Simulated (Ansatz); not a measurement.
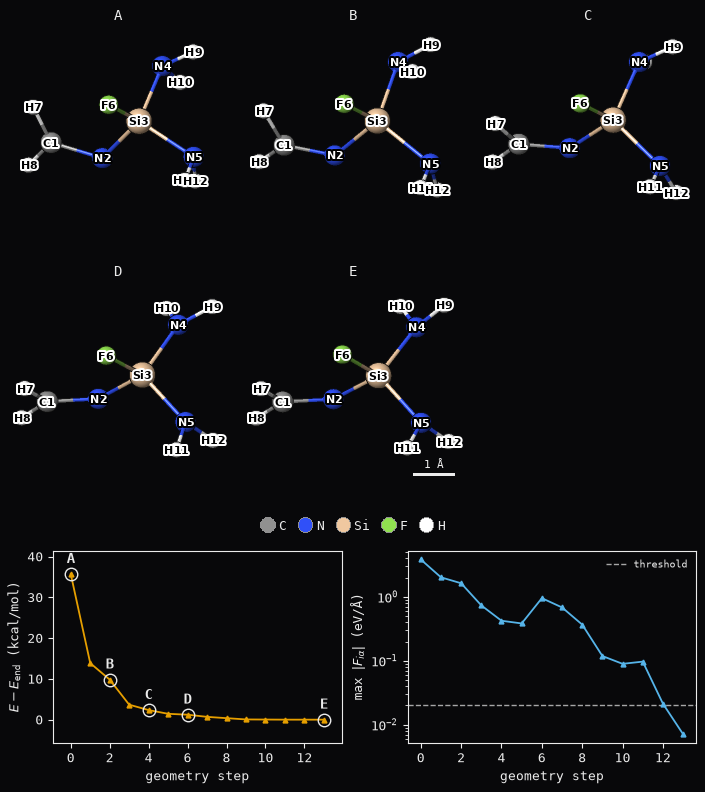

Frames of a relaxation of CH$_{6}$FN$_{3}$Si, marked on the history of the run. Style: ball-and-stick. Shown at a tilt.

The run prepares an end point of a later path (hydrogen shift) calculation, from a guessed geometry.

Method: Ansatz, RKS PBE-D4/def2-SVP. (no spin polarisation; force threshold 0.02 eV/Å; at most 50 steps)

Question: Describe the path.

Answer: The energy falls by 35.7 kcal/mol in 13 geometry steps. Largest force component: 3.8 eV/Å at the start, 0.0071 eV/Å at the end. The atom that moves furthest after the best rigid fit is H10 (0.88 Å). By element the largest moves are H 0.88 Å, N 0.53 Å, F 0.28 Å, Si 0.21 Å, C 0.12 Å. Among the contacts that change: N2–Si3 1.682 → 1.765 Å, Si3–N5 1.645 → 1.720 Å, C1–N2 1.339 → 1.275 Å, N4–H10 1.084 → 1.021 Å. Among the angles between lasting bonds that change: Si3–N4–H10 102.0° → 120.0°, Si3–N5–H12 101.8° → 119.1°, Si3–N5–H11 106.2° → 119.8°. Groups turn about N2–Si3 by about 50°. Cost: 36 s on 2 threads of AMD EPYC 7B13 (Zen 3), on a shared host, peak memory 0.17 GiB. From step 0 to 2: H12 moves most (0.32 Å), energy −25.9 kcal/mol. From step 2 to 4: H7 moves most (0.37 Å), energy −7.47 kcal/mol. From step 4 to 6: H atoms move most (0.31 Å), energy −1.13 kcal/mol. From step 6 to 13: N and H atoms move most (0.12 Å), energy −1.22 kcal/mol.
